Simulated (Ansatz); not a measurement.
**A hypothetical structure for Mg6BRh**

Starting from a made-up structure for Mg6BRh, the aim is the relaxed cell, its shortest contacts and, where a second run follows, its electronic structure.

Calculated with Ansatz 0.2.0; DFT, PBE, plane-wave PAW, files of the set soft_1, scalar-relativistic, no spin, cell and ions relaxed at zero pressure; PAW set soft_1, in the first sound run; inputs show where later runs differ.

**1. The starting structure**

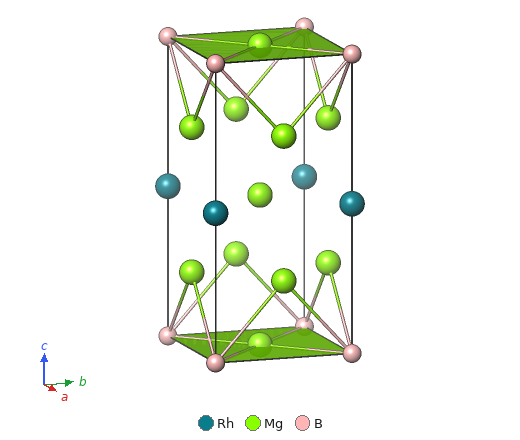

The starting structure, seen slightly off an axis (rhodium blue, magnesium green, boron pink). Some periodic images of atoms are drawn too.

**2. Relaxing cell and atoms**

The guess takes its coordinates from another compound and its volume from a rule, so the cell and any free coordinates are relaxed together.

Input file input.yaml:

```yaml
crystal:
  lattice:
    - [4.31, 0.0, 0.0]
    - [0.0, 4.31, 0.0]
    - [0.0, 0.0, 9.109]
  atoms:
    - { symbol: Rh, position: [0.0, 0.0, 0.5] }
    - { symbol: Mg, position: [0.0, 0.5, 0.7419] }
    - { symbol: Mg, position: [0.0, 0.5, 0.2581] }
    - { symbol: Mg, position: [0.5, 0.0, 0.7419] }
    - { symbol: Mg, position: [0.5, 0.0, 0.2581] }
    - { symbol: Mg, position: [0.5, 0.5, 0.5] }
    - { symbol: Mg, position: [0.5, 0.5, 0.0] }
    - { symbol: B, position: [0.0, 0.0, 0.0] }
kpoints:
  mp_grid: { grid: [6, 6, 3] }
scf:
  occupations: { method: fermi_dirac, width: 0.05 }
hamiltonian:
  xc: pbe
  pseudopotentials: { kind: paw, azcp: { folder: soft_1 } }
relax:
  f_tol: 0.015
  max_steps: 70
  cell: {}
output:
  forces: true
  stress: true
```

The run is started by

```
> ansatz run input.yaml --threads 4 --pin off --max-ram 10240MiB --backend cpu --events-out ev --progress --plain --runs-dir out
```

Numbers of over 12 decimals in the logs are rounded to 6 here.

The log of the run:

```text
Engine: ansatz 0.2.0, aarch64-unknown-linux-gnu
Pseudopotentials: kind: paw
Pseudopotential: Rh, paw, valence charge 17, recommended cutoff 420 eV (normal), soft_1/Rh.paw.azcp
Pseudopotential: Mg, paw, valence charge 10, recommended cutoff 420 eV (normal), soft_1/Mg.paw.azcp
Pseudopotential: B, paw, valence charge 3, recommended cutoff 420 eV (normal), soft_1/B.paw.azcp
Functional definition: PBE
  parameter kappa = 0.804
  parameter beta = 0.066725
  exchange = pbe_x(kappa = kappa, mu = beta*pi^2/3)
  correlation = pbe_c(beta = beta)
Crystal: 8 atoms, lattice volume = 169.210 Å³
Basis set: ecut = 420 eV, 3255 PW (Γ), exchange–correlation on 60×60×128 points (8 copies of the dense FFT grid, shifted against one another)
Bands: 48, of which v1, the nominal top of the filled ones, is band 40 counted from 1 (39 counted from 0)
Symmetry: 16 space group operations
Space group: P4/mmm (ITA 123), of the structure as read, at distance tolerance 5.5e-5 Å
k-points: 20 of 108
Non-local potential: Rh, projectors of the file, l = 0: 3, l = 1: 2, l = 2: 2, l = 3: 1
Non-local potential: Mg, projectors of the file, l = 0: 3, l = 1: 2, l = 2: 1
Non-local potential: B, projectors of the file, l = 0: 2, l = 1: 2, l = 2: 1
PAW form: soft (Blöchl's): semilocal exchange-correlation on the pseudo side does not see the compensation charge
PAW one-centre angular grid: Rh, 590 points (default); XC on 64 Gauss nodes
PAW one-centre angular grid: Mg, 110 points (default); XC on 64 Gauss nodes
PAW one-centre angular grid: B, 110 points (default); XC on 64 Gauss nodes
Initial density: superposition of atomic densities (chi_scale 0.1, normalization cell, long waves kept (reshape's long-wave potential 0.50 eV rms))
Initial wavefunctions: pseudopotential atomic-orbital guess
Functional: x = pbe(κ = 0.804, μ = 0.219515), c = pbe(β = 0.066725)
SCF iter   1: F=—  HF=-18117.460521 eV  |F-HF|=—  |Δ(HF+E_count)|=         —  Δρ=2.44e-1  dr2=3.37e2  ethr=3.10e-3  ⟨swp⟩=7.3  Hψ=4193  notcnv=0
preconditioner: auto → Kerker (q_TF=auto, 2.408 Å⁻¹)  [metal: Δε(μ)=0.059 eV  Ē_g=4.859 eV  σ=0.050 eV  W_gap=0.28  n_scr=38 (ndim 8)  ℏωp=14.0 eV  f_vac=0.000  D(μ)=6.10/eV (n_scr^D=54)]
SCF iter   2: F=—  HF=-18099.902189 eV  |F-HF|=—  |Δ(HF+E_count)|=    1.76e1  Δρ=2.99e-2  dr2=9.40e0  ethr=3.10e-3  ⟨swp⟩=4.0  Hψ=2373  notcnv=0  defer=6
SCF iter   3: F=—  HF=-18099.653773 eV  |F-HF|=—  |Δ(HF+E_count)|=   2.48e-1  Δρ=1.12e-2  dr2=1.31e0  ethr=3.10e-3  ⟨swp⟩=2.1  Hψ=1225  notcnv=0  defer=17
SCF iter   4: F=—  HF=-18099.572355 eV  |F-HF|=—  |Δ(HF+E_count)|=   8.14e-2  Δρ=3.91e-3  dr2=6.12e-2  ethr=1.63e-3  ⟨swp⟩=2.7  Hψ=1258  notcnv=0  defer=17
SCF iter   5: F=—  HF=-18099.563449 eV  |F-HF|=—  |Δ(HF+E_count)|=   8.91e-3  Δρ=1.22e-3  dr2=1.74e-2  ethr=7.65e-5  ⟨swp⟩=2.1  Hψ=1912  notcnv=0  defer=20
SCF iter   6: F=—  HF=-18099.560142 eV  |F-HF|=—  |Δ(HF+E_count)|=   3.31e-3  Δρ=3.43e-4  dr2=2.75e-4  ethr=2.18e-5  ⟨swp⟩=2.1  Hψ=1194  notcnv=0  defer=20
SCF iter   7: F=—  HF=-18099.560105 eV  |F-HF|=—  |Δ(HF+E_count)|=   3.73e-5  Δρ=1.42e-4  dr2=2.98e-5  ethr=3.44e-7  ⟨swp⟩=2.9  Hψ=1800  notcnv=0  defer=20
SCF iter   8: F=—  HF=-18099.560157 eV  |F-HF|=—  |Δ(HF+E_count)|=   5.24e-5  Δρ=4.10e-5  dr2=3.05e-6  ethr=3.73e-8  ⟨swp⟩=2.0  Hψ=1696  notcnv=0  defer=20
SCF iter   9: F=—  HF=-18099.560157 eV  |F-HF|=—  |Δ(HF+E_count)|=   5.67e-7  Δρ=1.69e-5  dr2=1.17e-6  ethr=3.81e-9  ⟨swp⟩=2.0  Hψ=1731  notcnv=0  defer=20
SCF iter  10: F=—  HF=-18099.560157 eV  |F-HF|=—  |Δ(HF+E_count)|=   1.09e-7  Δρ=3.77e-6  dr2=1.16e-7  ethr=1.46e-9  ⟨swp⟩=1.9  Hψ=978  notcnv=0  defer=20
SCF iter  11: F=-18099.560157 eV  HF=-18099.560157 eV  |F-HF|=7.53e-10  |Δ(HF+E_count)|=   9.22e-9  Δρ=8.45e-7  dr2=1.64e-9  ethr=1.25e-10  ⟨swp⟩=4.0  Hψ=2801  notcnv=0
SCF 1 converged in 11 iterations: F = -18099.560157 eV  dr2 = 1.64e-9
  greatest PAW one-centre occupation: 1.000 electrons in one spin orbital (limit 2), on the Mg atom at site 5 (counted from 0), in its partial waves of l = 0
relax step   1: F+E_penalty+E_count = -18099.56015656 eV  Δ(F+E_penalty+E_count) = +0.000e0 eV  max|allowed force component| = 3.893e-2 eV/Å  Δτ_max = 0.0000 Å  P = -7.843 GPa  Ω = 169.210 Å³  (11 SCF iters, dr2 threshold 1.00e-7 eV, accepted)
Crystal: 8 atoms, lattice volume = 147.132 Å³
Basis set: ecut = 420 eV, 2869 PW (Γ), exchange–correlation on 60×60×128 points (8 copies of the dense FFT grid, shifted against one another)
Initial density: handed on by an earlier stage of this run
Initial wavefunctions: those handed on with the density
SCF iter   1: F=—  HF=-18100.606562 eV  |F-HF|=—  |Δ(HF+E_count)|=         —  Δρ=2.76e-2  dr2=3.40e0  ethr=3.10e-3  ⟨swp⟩=6.0  Hψ=3163  notcnv=0  defer=1
preconditioner: auto → Kerker (q_TF=auto, 2.465 Å⁻¹)  [metal: Δε(μ)=0.090 eV  Ē_g=5.062 eV  σ=0.050 eV  W_gap=0.42  n_scr=38 (ndim 8)  ℏωp=15.0 eV  f_vac=0.000  D(μ)=3.06/eV (n_scr^D=16)]
SCF iter   2: F=—  HF=-18100.432320 eV  |F-HF|=—  |Δ(HF+E_count)|=   1.74e-1  Δρ=1.28e-2  dr2=9.72e-1  ethr=3.10e-3  ⟨swp⟩=1.1  Hψ=1122  notcnv=0  defer=4
SCF iter   3: F=—  HF=-18100.366124 eV  |F-HF|=—  |Δ(HF+E_count)|=   6.62e-2  Δρ=2.19e-3  dr2=5.45e-2  ethr=1.22e-3  ⟨swp⟩=2.0  Hψ=1079  notcnv=0  defer=18
SCF iter   4: F=—  HF=-18100.361842 eV  |F-HF|=—  |Δ(HF+E_count)|=   4.28e-3  Δρ=5.33e-4  dr2=2.06e-3  ethr=6.81e-5  ⟨swp⟩=1.2  Hψ=1125  notcnv=0  defer=26
SCF iter   5: F=—  HF=-18100.361514 eV  |F-HF|=—  |Δ(HF+E_count)|=   3.27e-4  Δρ=2.30e-4  dr2=1.79e-4  ethr=2.57e-6  ⟨swp⟩=2.0  Hψ=1164  notcnv=0  defer=26
SCF iter   6: F=—  HF=-18100.361249 eV  |F-HF|=—  |Δ(HF+E_count)|=   2.65e-4  Δρ=7.40e-5  dr2=1.58e-5  ethr=2.23e-7  ⟨swp⟩=2.0  Hψ=1611  notcnv=0  defer=26
SCF iter   7: F=—  HF=-18100.361247 eV  |F-HF|=—  |Δ(HF+E_count)|=   1.41e-6  Δρ=2.65e-5  dr2=1.83e-6  ethr=1.98e-8  ⟨swp⟩=2.0  Hψ=1116  notcnv=0  defer=26
SCF iter   8: F=-18100.361247 eV  HF=-18100.361247 eV  |F-HF|=9.25e-8  |Δ(HF+E_count)|=   2.81e-7  Δρ=6.53e-6  dr2=1.20e-7  ethr=1.00e-9  ⟨swp⟩=4.0  Hψ=3152  notcnv=0
SCF 2 converged in 8 iterations: F = -18100.361247 eV  dr2 = 1.20e-7
relax step   2: F+E_penalty+E_count = -18100.36124698 eV  Δ(F+E_penalty+E_count) = -8.011e-1 eV  max|allowed force component| = 1.647e-1 eV/Å  Δτ_max = 0.0155 Å  P = -2.959 GPa  Ω = 147.132 Å³  energy of the carried Pulay correction = +2.513e-3 eV  (8 SCF iters, dr2 threshold 8.00e-7 eV, accepted)
Crystal: 8 atoms, lattice volume = 133.050 Å³
Basis set: ecut = 420 eV, 2619 PW (Γ), exchange–correlation on 60×60×128 points (8 copies of the dense FFT grid, shifted against one another)
SCF iter   1: F=—  HF=-18100.782170 eV  |F-HF|=—  |Δ(HF+E_count)|=         —  Δρ=3.08e-2  dr2=5.41e0  ethr=3.10e-3  ⟨swp⟩=6.5  Hψ=3298  notcnv=0
preconditioner: auto → Kerker (q_TF=auto, 2.507 Å⁻¹)  [metal: Δε(μ)=0.027 eV  Ē_g=5.439 eV  σ=0.050 eV  W_gap=0.13  n_scr=38 (ndim 8)  ℏωp=15.8 eV  f_vac=0.000  D(μ)=4.81/eV (n_scr^D=38)]
SCF iter   2: F=—  HF=-18100.565717 eV  |F-HF|=—  |Δ(HF+E_count)|=   2.16e-1  Δρ=1.49e-2  dr2=1.69e0  ethr=3.10e-3  ⟨swp⟩=1.0  Hψ=1120  notcnv=0  defer=2
SCF iter   3: F=—  HF=-18100.450391 eV  |F-HF|=—  |Δ(HF+E_count)|=   1.15e-1  Δρ=4.12e-3  dr2=1.51e-1  ethr=2.11e-3  ⟨swp⟩=2.0  Hψ=1049  notcnv=0  defer=10
SCF iter   4: F=—  HF=-18100.437664 eV  |F-HF|=—  |Δ(HF+E_count)|=   1.27e-2  Δρ=1.10e-3  dr2=6.56e-3  ethr=1.89e-4  ⟨swp⟩=2.1  Hψ=1199  notcnv=0  defer=31
SCF iter   5: F=—  HF=-18100.436510 eV  |F-HF|=—  |Δ(HF+E_count)|=   1.15e-3  Δρ=4.14e-4  dr2=3.71e-4  ethr=8.20e-6  ⟨swp⟩=2.0  Hψ=1135  notcnv=0  defer=31
SCF iter   6: F=—  HF=-18100.436279 eV  |F-HF|=—  |Δ(HF+E_count)|=   2.31e-4  Δρ=1.52e-4  dr2=5.41e-5  ethr=4.64e-7  ⟨swp⟩=2.0  Hψ=1116  notcnv=0  defer=31
SCF iter   7: F=—  HF=-18100.436272 eV  |F-HF|=—  |Δ(HF+E_count)|=   6.76e-6  Δρ=3.30e-5  dr2=2.08e-6  ethr=6.76e-8  ⟨swp⟩=2.0  Hψ=1637  notcnv=0  defer=31
SCF iter   8: F=-18100.436271 eV  HF=-18100.436271 eV  |F-HF|=2.93e-7  |Δ(HF+E_count)|=   8.41e-7  Δρ=1.22e-5  dr2=3.72e-7  ethr=1.00e-9  ⟨swp⟩=4.0  Hψ=3435  notcnv=0
SCF 3 converged in 8 iterations: F = -18100.436271 eV  dr2 = 3.72e-7
relax step   3: F+E_penalty+E_count = -18100.43627095 eV  Δ(F+E_penalty+E_count) = -7.502e-2 eV  max|allowed force component| = 1.729e-1 eV/Å  Δτ_max = 0.1372 Å  P = +2.149 GPa  Ω = 133.050 Å³  energy of the carried Pulay correction = +4.309e-3 eV  (8 SCF iters, dr2 threshold 8.00e-7 eV, accepted)
Crystal: 8 atoms, lattice volume = 138.732 Å³
Basis set: ecut = 420 eV, 2733 PW (Γ), exchange–correlation on 60×60×128 points (8 copies of the dense FFT grid, shifted against one another)
iter 1 solved again at ethr=9.03e-4 eV; its pass at ethr=3.10e-3 eV (dr2=7.23e-1 eV) is discarded
SCF iter   1: F=—  HF=-18100.554398 eV  |F-HF|=—  |Δ(HF+E_count)|=         —  Δρ=1.02e-2  dr2=7.24e-1  ethr=9.03e-4  ⟨swp⟩=1.6  Hψ=4260  notcnv=0
preconditioner: auto → Kerker (q_TF=auto, 2.489 Å⁻¹)  [metal: Δε(μ)=0.135 eV  Ē_g=5.525 eV  σ=0.050 eV  W_gap=0.45  n_scr=38 (ndim 8)  ℏωp=15.4 eV  f_vac=0.000  D(μ)=2.21/eV (n_scr^D=8)]
SCF iter   2: F=—  HF=-18100.511840 eV  |F-HF|=—  |Δ(HF+E_count)|=   4.26e-2  Δρ=4.88e-3  dr2=2.55e-1  ethr=9.03e-4  ⟨swp⟩=1.3  Hψ=974  notcnv=0
SCF iter   3: F=—  HF=-18100.488587 eV  |F-HF|=—  |Δ(HF+E_count)|=   2.33e-2  Δρ=9.47e-4  dr2=1.62e-2  ethr=3.19e-4  ⟨swp⟩=2.0  Hψ=1134  notcnv=0
SCF iter   4: F=—  HF=-18100.486455 eV  |F-HF|=—  |Δ(HF+E_count)|=   2.13e-3  Δρ=3.97e-4  dr2=1.32e-3  ethr=2.02e-5  ⟨swp⟩=1.1  Hψ=1122  notcnv=0  defer=1
SCF iter   5: F=—  HF=-18100.486167 eV  |F-HF|=—  |Δ(HF+E_count)|=   2.87e-4  Δρ=1.18e-4  dr2=3.59e-5  ethr=1.66e-6  ⟨swp⟩=2.0  Hψ=1146  notcnv=0  defer=1
SCF iter   6: F=—  HF=-18100.485927 eV  |F-HF|=—  |Δ(HF+E_count)|=   2.40e-4  Δρ=4.75e-5  dr2=4.33e-6  ethr=4.48e-8  ⟨swp⟩=2.0  Hψ=1709  notcnv=0  defer=1
SCF iter   7: F=-18100.485926 eV  HF=-18100.485926 eV  |F-HF|=1.53e-7  |Δ(HF+E_count)|=   1.23e-6  Δρ=1.08e-5  dr2=2.58e-7  ethr=1.00e-9  ⟨swp⟩=4.0  Hψ=3431  notcnv=0
SCF 4 converged in 7 iterations: F = -18100.485926 eV  dr2 = 2.58e-7
relax step   4: F+E_penalty+E_count = -18100.48592570 eV  Δ(F+E_penalty+E_count) = -4.965e-2 eV  max|allowed force component| = 2.916e-2 eV/Å  Δτ_max = 0.0657 Å  P = -0.257 GPa  Ω = 138.732 Å³  energy of the carried Pulay correction = +3.565e-3 eV  (7 SCF iters, dr2 threshold 8.00e-7 eV, accepted)
Crystal: 8 atoms, lattice volume = 138.084 Å³
Basis set: ecut = 420 eV, 2731 PW (Γ), exchange–correlation on 60×60×128 points (8 copies of the dense FFT grid, shifted against one another)
iter 1 solved again at ethr=1.16e-5 eV; its pass at ethr=3.10e-3 eV (dr2=9.25e-3 eV) is discarded
SCF iter   1: F=—  HF=-18100.488186 eV  |F-HF|=—  |Δ(HF+E_count)|=         —  Δρ=1.20e-3  dr2=9.52e-3  ethr=1.16e-5  ⟨swp⟩=2.5  Hψ=3749  notcnv=0
preconditioner: auto → Kerker (q_TF=auto, 2.491 Å⁻¹)  [metal: Δε(μ)=0.054 eV  Ē_g=5.437 eV  σ=0.050 eV  W_gap=0.25  n_scr=38 (ndim 8)  ℏωp=15.5 eV  f_vac=0.000  D(μ)=2.16/eV (n_scr^D=8)]
SCF iter   2: F=—  HF=-18100.487688 eV  |F-HF|=—  |Δ(HF+E_count)|=   4.98e-4  Δρ=5.88e-4  dr2=3.36e-3  ethr=1.16e-5  ⟨swp⟩=1.0  Hψ=960  notcnv=0
SCF iter   3: F=—  HF=-18100.487401 eV  |F-HF|=—  |Δ(HF+E_count)|=   2.87e-4  Δρ=1.16e-4  dr2=2.14e-4  ethr=4.20e-6  ⟨swp⟩=1.2  Hψ=973  notcnv=0
SCF iter   4: F=—  HF=-18100.487154 eV  |F-HF|=—  |Δ(HF+E_count)|=   2.47e-4  Δρ=4.65e-5  dr2=1.54e-5  ethr=2.68e-7  ⟨swp⟩=1.7  Hψ=985  notcnv=0
SCF iter   5: F=—  HF=-18100.487151 eV  |F-HF|=—  |Δ(HF+E_count)|=   3.28e-6  Δρ=1.93e-5  dr2=1.18e-6  ethr=1.93e-8  ⟨swp⟩=2.2  Hψ=1293  notcnv=0
SCF iter   6: F=-18100.487150 eV  HF=-18100.487150 eV  |F-HF|=4.00e-8  |Δ(HF+E_count)|=   3.99e-7  Δρ=6.36e-6  dr2=8.55e-8  ethr=4.02e-10  ⟨swp⟩=4.0  Hψ=3246  notcnv=0
SCF 5 converged in 6 iterations: F = -18100.487150 eV  dr2 = 8.55e-8
relax step   5: F+E_penalty+E_count = -18100.48715032 eV  Δ(F+E_penalty+E_count) = -1.225e-3 eV  max|allowed force component| = 2.286e-3 eV/Å  Δτ_max = 0.0095 Å  P = -0.026 GPa  Ω = 138.084 Å³  energy of the carried Pulay correction = +3.648e-3 eV  (6 SCF iters, dr2 threshold 3.21e-7 eV, accepted)
Basis set: ecut = 420 eV, 2731 PW (Γ), exchange–correlation on 60×60×120 points (8 copies of the dense FFT grid, shifted against one another)
Initial wavefunctions: pseudopotential atomic-orbital guess (no wavefunctions were taken with the density)
iter 1 solved again at ethr=7.10e-8 eV; its pass at ethr=3.10e-3 eV (dr2=5.68e-5 eV) is discarded
SCF iter   1: F=—  HF=-18100.483597 eV  |F-HF|=—  |Δ(HF+E_count)|=         —  Δρ=2.04e-4  dr2=8.45e-6  ethr=7.10e-8  ⟨swp⟩=3.8  Hψ=6233  notcnv=0
preconditioner: auto → Kerker (q_TF=auto, 2.491 Å⁻¹)  [metal: Δε(μ)=0.052 eV  Ē_g=5.447 eV  σ=0.050 eV  W_gap=0.25  n_scr=38 (ndim 8)  ℏωp=15.5 eV  f_vac=0.000  D(μ)=2.00/eV (n_scr^D=8)]
SCF iter   2: F=—  HF=-18100.483377 eV  |F-HF|=—  |Δ(HF+E_count)|=   2.20e-4  Δρ=1.03e-4  dr2=2.05e-6  ethr=1.06e-8  ⟨swp⟩=2.0  Hψ=1745  notcnv=0
SCF iter   3: F=—  HF=-18100.483380 eV  |F-HF|=—  |Δ(HF+E_count)|=   3.58e-6  Δρ=1.69e-5  dr2=9.98e-8  ethr=2.56e-9  ⟨swp⟩=2.0  Hψ=1762  notcnv=0
SCF iter   4: F=—  HF=-18100.483381 eV  |F-HF|=—  |Δ(HF+E_count)|=   2.23e-7  Δρ=1.27e-6  dr2=5.44e-9  ethr=1.25e-10  ⟨swp⟩=2.0  Hψ=1762  notcnv=0
SCF iter   5: F=—  HF=-18100.483381 eV  |F-HF|=—  |Δ(HF+E_count)|=  4.44e-10  Δρ=3.75e-7  dr2=6.62e-10  ethr=6.80e-12  ⟨swp⟩=2.0  Hψ=1098  notcnv=0
SCF iter   6: F=—  HF=-18100.483381 eV  |F-HF|=—  |Δ(HF+E_count)|=  1.13e-10  Δρ=1.81e-7  dr2=1.48e-10  ethr=1.00e-12  ⟨swp⟩=2.1  Hψ=1301  notcnv=0
SCF iter   7: F=-18100.483381 eV  HF=-18100.483381 eV  |F-HF|=3.64e-12  |Δ(HF+E_count)|=  2.91e-11  Δρ=3.88e-8  dr2=3.04e-12  ethr=1.00e-12  ⟨swp⟩=4.0  Hψ=2866  notcnv=0
SCF 6 converged in 7 iterations: F = -18100.483381 eV  dr2 = 3.04e-12
relax step   6: F+E_penalty+E_count = -18100.48338055 eV  Δ(F+E_penalty+E_count) = +3.770e-3 eV  max|allowed force component| = 2.251e-3 eV/Å  Δτ_max = 0.0000 Å  P = -0.029 GPa  Ω = 138.084 Å³  stress off target by 3.34e-2 GPa  SCF on the basis re-selected at this cell (its energy is not comparable with the rows above)  (7 SCF iters)
basis re-selected at this cell: Δ(F+E_penalty+E_count) = +3.770e-3 eV, ΔP = -0.002 GPa vs the last step (what re-selecting the basis moved, of the pressure what is left beyond the Pulay correction that the steps carried, after the strain that the cell walked since its last selection, with what the two solves' SCF thresholds leave and, on support functions, any second-order correction that the steps lacked; it is no measure of the basis error at this ecutwfc). The dense FFT grid was sized anew with the basis: this SCF ran on 30×30×60 points, the steps before it on 30×30×64, so part of this shift can come from that change (see relax.cell in the input reference). [rest of the remark cut]
SCF converged after 7 iterations
Free energy (F): -18100.483381 eV
Harris-Foulkes:  -18100.483381 eV  (|F-HF|=3.64e-12)
Internal energy: -18100.465531 eV  (E = F + TS)
E sigma→0 (E₀):  -18100.474456 eV
Entropy (-TS):   -0.017850 eV (-2.231 meV/atom)
Fermi energy:    8.309865 eV
--- Per-component energies (eV) ---
  E_band       = -2258.697096
  E_kinetic    = 997.359565
  E_local      = -12541.490564  (includes V_loc(G=0)·N_el)
  E_nonlocal   = 1481.840178
  E_hartree    = 4423.122069
  E_xc         = -390.586704
  E_vxc        = -493.003951  (∫ρ·V_xc dr)
  E_paw        = -5486.484597  (= ΣΔE_a)
  E_vpaw       = -549.645599  (= ΣTr[D̂ρ^β])
  E_aug_tail   = -0.000812  (compensation charges beyond the density's cutoff)
  E_ewald      = -6584.224667
  E_smearing   = -0.017850  (= −TS)
  E_closure    = -0.000000  (closes the sum)
  Σ components = -18100.483381   (vs F -18100.483381, Δ=0.00e0)
--- Forces (eV/Å), atoms counted from 1 ---
  atom   1  Rh     0.00000000     0.00000000     0.00000000
  atom   2  Mg     0.00000000     0.00000000    -0.00225100
  atom   3  Mg    -0.00000000     0.00000000     0.00225100
  atom   4  Mg     0.00000000     0.00000000    -0.00225100
  atom   5  Mg     0.00000000     0.00000000     0.00225100
  atom   6  Mg     0.00000000     0.00000000     0.00000000
  atom   7  Mg    -0.00000000    -0.00000000     0.00000000
  atom   8  B      0.00000000     0.00000000     0.00000000
  max |Σ_I F_I| component: 8.67e-19 eV/Å
--- Stress (GPa, compression-positive) ---
       -0.033449       0.000000       0.000000
        0.000000      -0.033449       0.000000
        0.000000       0.000000      -0.018744
  P = ⅓ Tr σ = -0.0285 GPa (-0.285 kbar)
--- Relaxed structure (5 steps of the walk, 5 accepted, 1 SCFs on fresh bases) ---
  F+E_penalty+E_count = -18100.48338055 eV   max|allowed force component| = 2.251e-3 eV/Å   (the final SCF, on the basis selected at the relaxed cell)
  cell:  # Å, volume = 138.0842 Å³
    - [4.063560, 0, 0.0]
    - [0, 4.063560, 0.0]
    - [0.0, 0.0, 8.362394]
  atoms:
    - { symbol: Rh, position: [0, 0, 0.500000] }
    - { symbol: Mg, position: [0, 0.5, 0.752484] }
    - { symbol: Mg, position: [0, 0.5, 0.247516] }
    - { symbol: Mg, position: [0.5, 0, 0.752484] }
    - { symbol: Mg, position: [0.5, 0, 0.247516] }
    - { symbol: Mg, position: [0.5, 0.5, 0.500000] }
    - { symbol: Mg, position: [0.5, 0.5, 0.0] }
    - { symbol: B, position: [0, 0, 0.0] }
```

Elapsed: 9.7 s, on 4 threads of Arm Neoverse V2, shared host; peak memory 0.56 GiB.

(Continued in part 2 of 2.)

[Logs are printed without paths, hosts, clocks, repeated set-up lines and the standing remarks that a program may print on its own settings, such as how far it seeks lower states.]

[Hosts, paths, dates, database ids (printed as entryN), source tags and the programs' standing remarks are cut or masked in the printed files.]
